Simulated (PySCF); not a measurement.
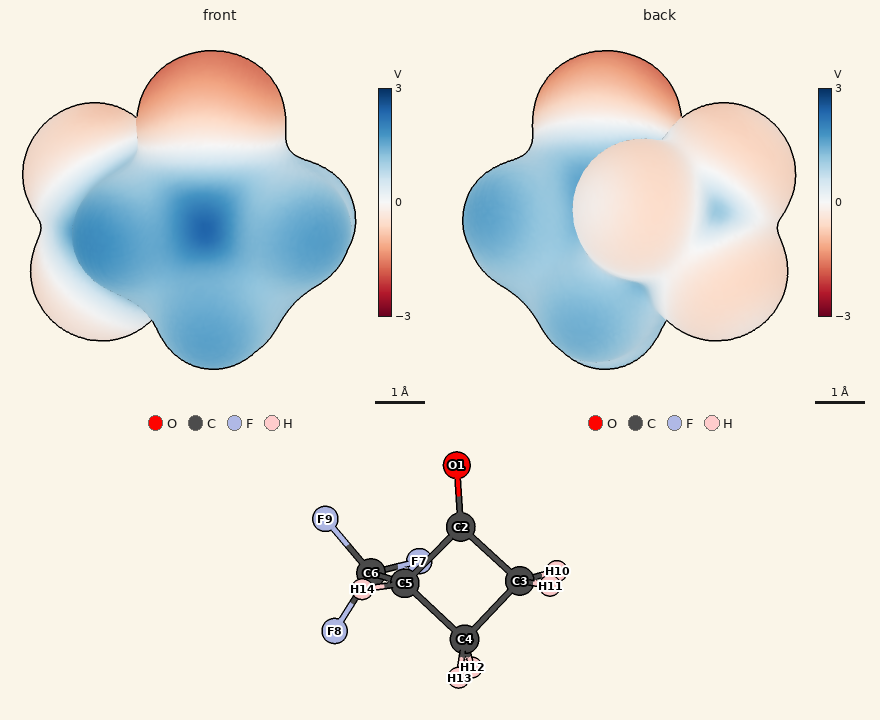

Figure 1: C5H5F3O. The electrostatic potential painted on the density surface at 0.004 e/bohr³, seen from the front and from behind; red is negative and blue positive. The bare structure is drawn below in the same view.

Geometry: GFN2-xTB.

Method: PBE0/pcSseg-1, SCF density, gas phase, non-relativistic (PySCF 2.14.0).

Input file:

```
{"job": {"kind": "nmr", "xc": "PBE0", "basis": "pcSseg-1"}, "charge": 0, "multiplicity": 1}
O     -0.939253    -2.182463    -0.477561
C     -0.738819    -1.083037    -0.071689
C     -1.597199     0.104698     0.284591
C     -0.337973     0.848099     0.768399
C      0.546703    -0.338176     0.327834
C      1.467788    -0.029738    -0.833974
F      0.813330     0.507430    -1.874534
F      2.415030     0.861717    -0.489592
F      2.107331    -1.109825    -1.289124
H     -2.082267     0.542445    -0.586505
H     -2.358759    -0.099876     1.034452
H     -0.125876     1.776881     0.243931
H     -0.310017     1.029513     1.839250
H      1.139303    -0.828139     1.102358
```

Command:

```sh
OMP_NUM_THREADS=1 python probes_run.py task.json out
```

Where is the surface potential most negative and most positive?

The most negative region (about −1.6 V) lies over O1, the most positive (about +2.2 V) over the π face of C2, C3, C4 and C5. O1 is the likeliest acceptor of a hydrogen bond.

How polar is the molecule by this calculation?

Its dipole moment is 3.56 D.
